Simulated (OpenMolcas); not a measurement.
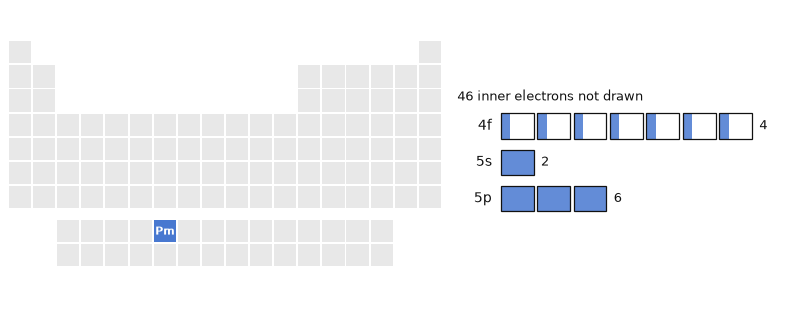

Left, the place of promethium in the periodic table; right, the outer shells of the leading configuration of the lowest level: a box for each of the 2l + 1 orbitals, shaded by the share of the shell that is filled, with the electron count at the right.

## Multiconfigurational calculation for Pm³⁺ complex (part 1 of 2)

- system: Pm³⁺ with 6 ligands (Br; octahedron, 2.84 Å), embedded in Cs2NaYBr6 by model potentials and point charges, whose field is part of the energies.
- method: state-averaged CASSCF, active space 4 electrons in the shell 4f, basis ANO-RCC-VDZP on the metal and ANO-RCC-VDZP on the ligands, DKH2 scalar Hamiltonian, spin-orbit coupling by RASSI with atomic mean-field integrals (OpenMolcas)

## The program's output (extracts)
```
--- SEWARD ---
Basis set label: PM.ANO-RCC...7S6P4D2F1G.

      Electronic valence basis set:
      ------------------
      Associated Effective Charge  61.000000 au
      Associated Actual Charge     61.000000 au
      Nuclear Model: Point charge

      Shell  nPrim  nBasis  Cartesian Spherical Contaminant
         s      25       7        X
         p      22       6        X
         d      15       4                 X
         f      11       2                 X
         g       4       1                 X
                  Relativistic Douglas-Kroll-Hess integrals:
                    - DKH order of Hamiltonian: 2
                    - DKH order of Properties : 0
                  Atomic mean-field integrals
--- RASSCF ---
Wave function specifications:
      -----------------------------

      Number of closed shell electrons         270
      Number of electrons in active shells       4
      Max number of holes in RAS1 space          0
      Max nr of electrons in RAS3 space          0
      Number of inactive orbitals              135
      Number of active orbitals                  7
      Number of secondary orbitals             112
      Spin quantum number                      2.0
      State symmetry                             1
Orbital specifications:
      -----------------------

      Symmetry species                           1   2
                                                ag  au
      Frozen orbitals                            0   0
      Inactive orbitals                         69  66
      Active orbitals                            0   7
      RAS1 orbitals                              0   0
      RAS2 orbitals                              0   7
      RAS3 orbitals                              0   0
      Secondary orbitals                        60  52
      Deleted orbitals                           0   0
      Number of basis functions                129 125
      Number of CSFs                            35
      Number of root(s) required                35
      Iter CI   SX   CI       RASSCF       Energy    max ROT     max BLB   max BLB  Level Ln srch  Step   QN
          iter iter root      energy       change     param      element    value   shift minimum  type update
 Nr of preliminary CI iterations:   1
      Total energies have been shifted. Add               -25000.00 au
        1   1   15    0  -638.74846602    0.00E+00  -5.94E-02   10  84 2 -2.53E-01*  1.06   0.00    SX    NO
        2   1   16    0  -639.16906811   -4.21E-01*  5.52E-02   64  72 1  1.42E-01*  0.67   0.00    SX    NO
        3   1   15    0  -639.27858440   -1.10E-01*  3.19E-02   64  72 1  8.12E-02*  0.61   0.00    SX    NO
        4   1   15    0  -639.30315256   -2.46E-02*  1.55E-02   64  72 1  4.14E-02*  0.65   0.00    SX    NO
        5   1   14    0  -639.30948200   -6.33E-03*  1.66E-02   64  72 1  2.34E-02*  0.66   2.16    LS   YES
        6   1   14    0  -639.31207348   -2.59E-03*  3.24E-03   14  74 1  8.95E-03*  0.67   1.09    QN   YES
        7   1   13    0  -639.31245504   -3.82E-04* -9.44E-04    7  84 2 -2.27E-03*  0.67   1.19    QN   YES
        8   1   11    0  -639.31253547   -8.04E-05* -3.27E-04   22  84 1 -6.64E-04*  0.67   1.13    QN   YES
        9   1   10    0  -639.31254118   -5.72E-06*  1.96E-04   22  84 1 -3.13E-04*  0.67   1.36    QN   YES
       10   1    9    0  -639.31254219   -1.01E-06* -7.81E-05   22  84 1 -1.20E-04*  0.67   1.25    QN   YES
       11   1    8    0  -639.31254232   -1.30E-07*  4.23E-05   22  84 1 -4.43E-05   0.67   1.54    LS   YES
       12   1    8    0  -639.31254233   -5.92E-09  -1.24E-05   10  84 2  4.13E-05   0.67   0.60    QN   YES
      Convergence after 12 iterations
       13   1    8    0  -639.31254235   -2.21E-08* -1.24E-05   64  72 1 -1.84E-05   0.67   0.60    QN   YES
      Natural orbitals and occupation numbers for root  1
      sym 2:   0.829948   0.290331   0.170581   0.774881   0.170064   0.934502   0.829693
      Natural orbitals and occupation numbers for root  2
      sym 2:   0.759984   0.298086   0.932424   0.171116   0.829432   0.821463   0.187495
      Natural orbitals and occupation numbers for root  3
      sym 2:   0.187387   0.297887   0.829567   0.170707   0.760380   0.821538   0.932534
::    RASSCF root number  1 Total energy: -25639.38143513
::    RASSCF root number  2 Total energy: -25639.38143513
::    RASSCF root number  3 Total energy: -25639.38143513
::    RASSCF root number  4 Total energy: -25639.38131164
::    RASSCF root number  5 Total energy: -25639.38120873
::    RASSCF root number  6 Total energy: -25639.38120873
::    RASSCF root number  7 Total energy: -25639.38120873
::    RASSCF root number  8 Total energy: -25639.38053387
::    RASSCF root number  9 Total energy: -25639.38053387
::    RASSCF root number 10 Total energy: -25639.38021852
::    RASSCF root number 11 Total energy: -25639.38021852
::    RASSCF root number 12 Total energy: -25639.38021852
::    RASSCF root number 13 Total energy: -25639.37983859
::    RASSCF root number 14 Total energy: -25639.31335139
::    RASSCF root number 15 Total energy: -25639.31288946
::    RASSCF root number 16 Total energy: -25639.31288946
::    RASSCF root number 17 Total energy: -25639.31288946
::    RASSCF root number 18 Total energy: -25639.31260082
::    RASSCF root number 19 Total energy: -25639.31192271
::    RASSCF root number 20 Total energy: -25639.31192271
::    RASSCF root number 21 Total energy: -25639.31192271
::    RASSCF root number 22 Total energy: -25639.27487718
::    RASSCF root number 23 Total energy: -25639.27397950
::    RASSCF root number 24 Total energy: -25639.27397950
::    RASSCF root number 25 Total energy: -25639.27397950
::    RASSCF root number 26 Total energy: -25639.27331670
::    RASSCF root number 27 Total energy: -25639.27331670
::    RASSCF root number 28 Total energy: -25639.27271669
::    RASSCF root number 29 Total energy: -25639.27271669
::    RASSCF root number 30 Total energy: -25639.27271669
--- RASSCF ---
Wave function specifications:
      -----------------------------

      Number of closed shell electrons         270
      Number of electrons in active shells       4
      Max number of holes in RAS1 space          0
      Max nr of electrons in RAS3 space          0
      Number of inactive orbitals              135
      Number of active orbitals                  7
      Number of secondary orbitals             112
      Spin quantum number                      1.0
      State symmetry                             1
Orbital specifications:
      -----------------------

      Symmetry species                           1   2
                                                ag  au
      Frozen orbitals                            0   0
      Inactive orbitals                         69  66
      Active orbitals                            0   7
      RAS1 orbitals                              0   0
      RAS2 orbitals                              0   7
      RAS3 orbitals                              0   0
      Secondary orbitals                        60  52
      Deleted orbitals                           0   0
      Number of basis functions                129 125
      Number of CSFs                           210
      Number of root(s) required               162
      Iter CI   SX   CI       RASSCF       Energy    max ROT     max BLB   max BLB  Level Ln srch  Step   QN
          iter iter root      energy       change     param      element    value   shift minimum  type update
 Nr of preliminary CI iterations:   1
        1   1    0    0-25639.21965822    0.00E+00   0.00E+00   69  76 2 -7.85E-03*  0.00   0.00    SX    NO
      Natural orbitals and occupation numbers for root  1
      sym 2:   0.536230   0.565775   0.582988   0.555193   0.546990   0.604841   0.607982
      Natural orbitals and occupation numbers for root  2
      sym 2:   0.536692   0.565757   0.602476   0.554933   0.548148   0.608117   0.583878
      Natural orbitals and occupation numbers for root  3
      sym 2:   0.548018   0.546837   0.611813   0.534589   0.612627   0.580433   0.565683
::    RASSCF root number  1 Total energy: -25639.29961794
::    RASSCF root number  2 Total energy: -25639.29961794
::    RASSCF root number  3 Total energy: -25639.29961794
::    RASSCF root number  4 Total energy: -25639.29956441
::    RASSCF root number  5 Total energy: -25639.29956441
::    RASSCF root number  6 Total energy: -25639.29956441
::    RASSCF root number  7 Total energy: -25639.29945864
::    RASSCF root number  8 Total energy: -25639.29929759
::    RASSCF root number  9 Total energy: -25639.29929759
::    RASSCF root number 10 Total energy: -25639.29929759
::    RASSCF root number 11 Total energy: -25639.29925914
::    RASSCF root number 12 Total energy: -25639.29925914
::    RASSCF root number 13 Total energy: -25639.29922908
::    RASSCF root number 14 Total energy: -25639.29922908
::    RASSCF root number 15 Total energy: -25639.29922908
::    RASSCF root number 16 Total energy: -25639.27745886
::    RASSCF root number 17 Total energy: -25639.27745886
::    RASSCF root number 18 Total energy: -25639.27745886
::    RASSCF root number 19 Total energy: -25639.27734127
::    RASSCF root number 20 Total energy: -25639.27734127
::    RASSCF root number 21 Total energy: -25639.27621428
::    RASSCF root number 22 Total energy: -25639.27621428
::    RASSCF root number 23 Total energy: -25639.27621428
::    RASSCF root number 24 Total energy: -25639.27602928
::    RASSCF root number 25 Total energy: -25639.27602928
::    RASSCF root number 26 Total energy: -25639.27602928
::    RASSCF root number 27 Total energy: -25639.26896194
::    RASSCF root number 28 Total energy: -25639.26896194
::    RASSCF root number 29 Total energy: -25639.26896194
::    RASSCF root number 30 Total energy: -25639.26826339
--- RASSCF ---
Wave function specifications:
      -----------------------------

      Number of closed shell electrons         270
      Number of electrons in active shells       4
      Max number of holes in RAS1 space          0
      Max nr of electrons in RAS3 space          0
      Number of inactive orbitals              135
      Number of active orbitals                  7
      Number of secondary orbitals             112
      Spin quantum number                      0.0
      State symmetry                             1
Orbital specifications:
      -----------------------

      Symmetry species                           1   2
                                                ag  au
      Frozen orbitals                            0   0
      Inactive orbitals                         69  66
      Active orbitals                            0   7
      RAS1 orbitals                              0   0
      RAS2 orbitals                              0   7
      RAS3 orbitals                              0   0
      Secondary orbitals                        60  52
      Deleted orbitals                           0   0
      Number of basis functions                129 125
      Number of CSFs                           196
      Number of root(s) required               162
      Iter CI   SX   CI       RASSCF       Energy    max ROT     max BLB   max BLB  Level Ln srch  Step   QN
          iter iter root      energy       change     param      element    value   shift minimum  type update
 Nr of preliminary CI iterations:   1
        1   1    0    0-25639.15077566    0.00E+00   0.00E+00   70  77 2 -1.37E-02*  0.00   0.00    SX    NO
      Natural orbitals and occupation numbers for root  1
      sym 2:   0.331100   0.289504   0.738125   0.656320   0.331599   0.914924   0.738428
      Natural orbitals and occupation numbers for root  2
      sym 2:   0.544605   0.289504   0.859833   0.228073   0.859557   0.674347   0.544080
      Natural orbitals and occupation numbers for root  3
      sym 2:   0.559238   0.226312   0.845312   0.558554   0.298415   0.845375   0.666793
::    RASSCF root number  1 Total energy: -25639.24999279
::    RASSCF root number  2 Total energy: -25639.24999279
::    RASSCF root number  3 Total energy: -25639.24998336
::    RASSCF root number  4 Total energy: -25639.24998336
::    RASSCF root number  5 Total energy: -25639.24998336
::    RASSCF root number  6 Total energy: -25639.24981788
::    RASSCF root number  7 Total energy: -25639.24981788
::    RASSCF root number  8 Total energy: -25639.24981788
::    RASSCF root number  9 Total energy: -25639.24943523
::    RASSCF root number 10 Total energy: -25639.24942162
::    RASSCF root number 11 Total energy: -25639.24942162
::    RASSCF root number 12 Total energy: -25639.24942162
::    RASSCF root number 13 Total energy: -25639.24941581
::    RASSCF root number 14 Total energy: -25639.24941581
::    RASSCF root number 15 Total energy: -25639.24921690
::    RASSCF root number 16 Total energy: -25639.24921690
::    RASSCF root number 17 Total energy: -25639.24921690
::    RASSCF root number 18 Total energy: -25639.23483380
::    RASSCF root number 19 Total energy: -25639.23483380
::    RASSCF root number 20 Total energy: -25639.23483380
::    RASSCF root number 21 Total energy: -25639.23472627
::    RASSCF root number 22 Total energy: -25639.23472627
::    RASSCF root number 23 Total energy: -25639.22451534
::    RASSCF root number 24 Total energy: -25639.22451534
::    RASSCF root number 25 Total energy: -25639.22451534
::    RASSCF root number 26 Total energy: -25639.22329114
::    RASSCF root number 27 Total energy: -25639.22329114
::    RASSCF root number 28 Total energy: -25639.22268422
::    RASSCF root number 29 Total energy: -25639.22268422
::    RASSCF root number 30 Total energy: -25639.22268422
--- RASSI ---
SPIN-FREE ENERGIES:
  (Shifted by EMIN (a.u.) =     -25639.3814351358)

 SF State       Relative EMIN(au)   Rel lowest level(eV)    D:o, cm**(-1)

     1             0.0000000000        0.0000000000              0.0000
     2             0.0000000000        0.0000000000              0.0000
     3             0.0000000000        0.0000000000              0.0000
     4             0.0001234950        0.0033604701             27.1040
     5             0.0002264024        0.0061607240             49.6896
     6             0.0002264024        0.0061607240             49.6896
     7             0.0002264024        0.0061607240             49.6896
     8             0.0009012603        0.0245245434            197.8038
     9             0.0009012603        0.0245245434            197.8038
    10             0.0012166173        0.0331058437            267.0166
    11             0.0012166173        0.0331058437            267.0166
    12             0.0012166173        0.0331058437            267.0166
    13             0.0015965456        0.0434442191            350.4013
    14             0.0680837447        1.8526530748          14942.6548
    15             0.0685456750        1.8652228367          15044.0367
    16             0.0685456750        1.8652228367          15044.0367
    17             0.0685456750        1.8652228367          15044.0367
    18             0.0688343187        1.8730772325          15107.3867
    19             0.0695124220        1.8915293628          15256.2132
    20             0.0695124220        1.8915293628          15256.2132
    21             0.0695124220        1.8915293628          15256.2132
    33             0.0818173671        2.2263639771          17956.8365
    34             0.0818173671        2.2263639771          17956.8365
    35             0.0818173671        2.2263639771          17956.8365
    36             0.0818708910        2.2278204376          17968.5836
    37             0.0818708910        2.2278204376          17968.5836
    38             0.0818708910        2.2278204376          17968.5836
    39             0.0819766610        2.2306985863          17991.7975
    40             0.0821377116        2.2350809944          18027.1440
    41             0.0821377116        2.2350809944          18027.1440
    42             0.0821377116        2.2350809944          18027.1440
    43             0.0821761662        2.2361273998          18035.5838
    44             0.0821761662        2.2361273998          18035.5838
    45             0.0822062222        2.2369452638          18042.1803
    46             0.0822062222        2.2369452638          18042.1803
    47             0.0822062222        2.2369452638          18042.1803
    48             0.1039764450        2.8293432056          22820.1919
    49             0.1039764450        2.8293432056          22820.1919
    50             0.1039764450        2.8293432056          22820.1919
    51             0.1040940375        2.8325430596          22846.0005
Eigenvalues of complex Hamiltonian:
   -----------------------------------
  (Shifted by EMIN (a.u.) =     -25639.3814351358)

 SO State       Relative EMIN(au)   Rel lowest level(eV)    D:o, cm**(-1)

     1            -0.0193846100        0.0000000007              0.0000
     2            -0.0193846100        0.0000000000              0.0000
     3            -0.0193846100        0.0000000006              0.0000
     4            -0.0188293743        0.0151087327            121.8601
     5            -0.0187510230        0.0172407818            139.0563
     6            -0.0187510230        0.0172407806            139.0563
     7            -0.0187510230        0.0172407805            139.0563
     8            -0.0186762756        0.0192747617            155.4614
     9            -0.0186762756        0.0192747613            155.4614
    10            -0.0120228176        0.2003245763           1615.7267
    11            -0.0120228176        0.2003245766           1615.7267
    12            -0.0120228176        0.2003245765           1615.7267
    13            -0.0119502562        0.2022990732           1631.6521
    14            -0.0119502562        0.2022990721           1631.6521
    15            -0.0118597423        0.2047620834           1651.5176
    16            -0.0118597422        0.2047620834           1651.5176
    17            -0.0118597422        0.2047620835           1651.5176
    18            -0.0116552558        0.2103264423           1696.3972
    19            -0.0116552558        0.2103264423           1696.3972
    20            -0.0116552559        0.2103264417           1696.3972
    21            -0.0042029035        0.4131152804           3331.9994
    22            -0.0041454028        0.4146799549           3344.6194
    23            -0.0041454028        0.4146799551           3344.6194
    24            -0.0041454027        0.4146799554           3344.6194
    25            -0.0040830070        0.4163778289           3358.3137
    26            -0.0040830070        0.4163778290           3358.3137
    27            -0.0040830070        0.4163778290           3358.3137
    28            -0.0039974367        0.4187063173           3377.0942
    29            -0.0038469740        0.4228006151           3410.1169
    30            -0.0038469740        0.4228006146           3410.1169
    31            -0.0038469740        0.4228006147           3410.1169
    32            -0.0038274500        0.4233318890           3414.4020
    33            -0.0038274501        0.4233318876           3414.4019
    34             0.0041609185        0.6407064719           5167.6462
    35             0.0041609185        0.6407064720           5167.6462
    36             0.0041609185        0.6407064717           5167.6462
    37             0.0042616571        0.6434477074           5189.7558
    38             0.0042616571        0.6434477075           5189.7558
    39             0.0042871181        0.6441405378           5195.3438
    40             0.0042871181        0.6441405378           5195.3438
    41             0.0042871181        0.6441405384           5195.3438
Weights of the five most important spin-orbit-free states for each spin-orbit state.

 SO State  Total energy (au)           Spin-free states, spin, and weights
 -------------------------------------------------------------------------------------------------------
    1        -0.019385       3 2.0  0.2115    4 2.0  0.1632    7 2.0  0.1534    5 2.0  0.1420    6 2.0  0.1318
    2        -0.019385       1 2.0  0.2172    4 2.0  0.1632    6 2.0  0.1470    5 2.0  0.1428    7 2.0  0.1375
    3        -0.019385       2 2.0  0.2115    4 2.0  0.1632    6 2.0  0.1485    5 2.0  0.1424    7 2.0  0.1363
    4        -0.018829       8 2.0  0.1998    9 2.0  0.1998    1 2.0  0.1107    2 2.0  0.1107    3 2.0  0.1107
    5        -0.018751      12 2.0  0.2696    9 2.0  0.2110    2 2.0  0.1108    3 2.0  0.1105   13 2.0  0.0999
    6        -0.018751      10 2.0  0.2484    8 2.0  0.1688    1 2.0  0.1107   13 2.0  0.0999    3 2.0  0.0918
    7        -0.018751      11 2.0  0.2480    8 2.0  0.1483    1 2.0  0.1105   13 2.0  0.0999    2 2.0  0.0917
    8        -0.018676      12 2.0  0.2100   13 2.0  0.1352    6 2.0  0.1343    4 2.0  0.1171   10 2.0  0.0827
    9        -0.018676      11 2.0  0.1842   13 2.0  0.1352   10 2.0  0.1345    4 2.0  0.1171    5 2.0  0.1109
   10        -0.012023      12 2.0  0.1852    3 2.0  0.1511    2 2.0  0.1497    7 2.0  0.1487    5 2.0  0.1068
   11        -0.012023       6 2.0  0.2212    2 2.0  0.1601    1 2.0  0.1509   11 2.0  0.1253   13 2.0  0.0725
   12        -0.012023       3 2.0  0.1599    5 2.0  0.1515    1 2.0  0.1499   10 2.0  0.1223    7 2.0  0.1163
```

(Continued in part 2.) Outcome of the run: converged.
